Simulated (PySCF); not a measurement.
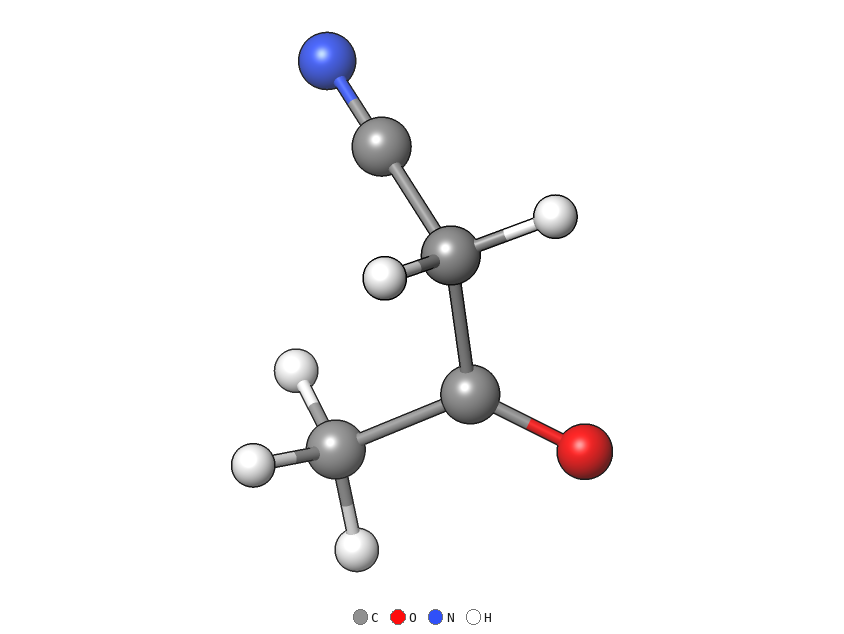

The computed structure is the end point of a GFN2-xTB optimisation. No frequency run is at hand to confirm it as a minimum. Method: CAM-B3LYP/def2-SVPD, gas phase (PySCF 2.14.0). Excitations: vertical, linear response.

> What is the lowest vertical singlet excitation?

4.52 eV.

> Estimate the mean static polarisability.

53.0 bohr³.

> Give the brightest of the 8 lowest singlets at this level.

7.97 eV.

> What is the LUMO energy (Kohn–Sham orbital)?

−0.10 eV.
